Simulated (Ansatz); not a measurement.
Al3GaO6

```
CELL_PARAMETERS angstrom
-2.43531 4.21808 0.00000
4.87061 0.00000 0.00000
0.00000 0.00000 -13.24492
ATOMIC_POSITIONS crystal
Al 0.33333 0.66667 0.81313
Al 0.66667 0.33333 0.47980
Al 0.00000 0.00000 0.14646
Al 0.66667 0.33333 0.68530
Al 0.00000 0.00000 0.35197
Al 0.33333 0.66667 0.01864
Al 0.66667 0.33333 0.98441
Al 0.00000 0.00000 0.65108
Al 0.33333 0.66667 0.31775
Ga 0.00000 0.00000 0.85858
Ga 0.33333 0.66667 0.52524
Ga 0.66667 0.33333 0.19191
O 0.02608 0.65109 0.91683
O 0.35942 0.31776 0.58350
O 0.69275 0.98442 0.25017
O 0.68652 0.69070 0.74714
O 0.01985 0.35737 0.41380
O 0.35319 0.02403 0.08047
O 0.62501 0.97392 0.91683
O 0.95834 0.64058 0.58350
O 0.29167 0.30725 0.25017
O 0.34891 0.37499 0.91683
O 0.68224 0.04166 0.58350
O 0.01558 0.70833 0.25017
O 0.00418 0.31348 0.74714
O 0.33751 0.98015 0.41380
O 0.67085 0.64681 0.08047
O 0.30930 0.99582 0.74714
O 0.64263 0.66249 0.41380
O 0.97597 0.32915 0.08047
```

Space group R3; a structure from a database of computed crystals, not necessarily the ambient phase; started from the corundum host prototype, which need not be the ambient phase.

All numbers below come from DFT, PBE, plane waves, PAW in Ansatz 0.2.0.

Question: What can the converged valence pseudo-density and electron localisation function tell about the bonding?

Answer: Al–O (1.88 Å): the density is about 0.62 e/Å³ at the midpoint; the ELF peaks at about 0.85 in the valence shell of O, 0.7 Å from its nucleus, and is about 0.80 at the midpoint.
Ga–O (1.93 Å): the density is about 0.7 e/Å³ at the midpoint; the ELF peaks at about 0.80 in the valence shell of O, 0.6 Å from its nucleus, and is about 0.35 at the midpoint.
Al–O (2.00 Å): the density is about 0.48 e/Å³ at the midpoint; the ELF peaks at about 0.85 in the valence shell of O, 0.7 Å from its nucleus, and is about 0.75 at the midpoint.
Ga–O (2.12 Å): ρ is about 0.46 e/Å³ halfway; the ELF peaks at about 0.85 in the valence shell of O, 0.6 Å from its nucleus, and is about 0.25 at the midpoint (no shared electron pair shows on this line).

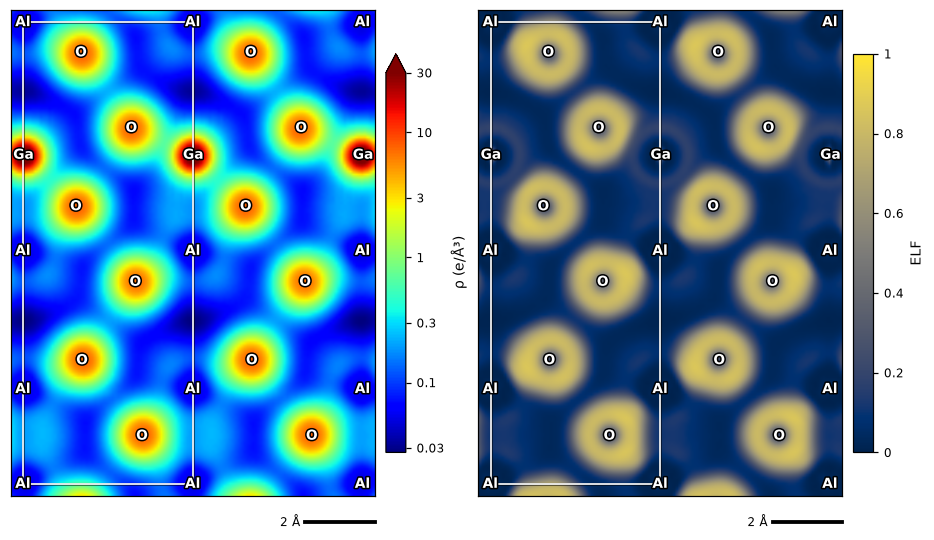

Computed valence pseudo-density and electron localisation function on the (100) plane of the conventional cell, in this order. 

Core electrons are frozen (PAW), and the valence fields are smoothed inside the atomic spheres.
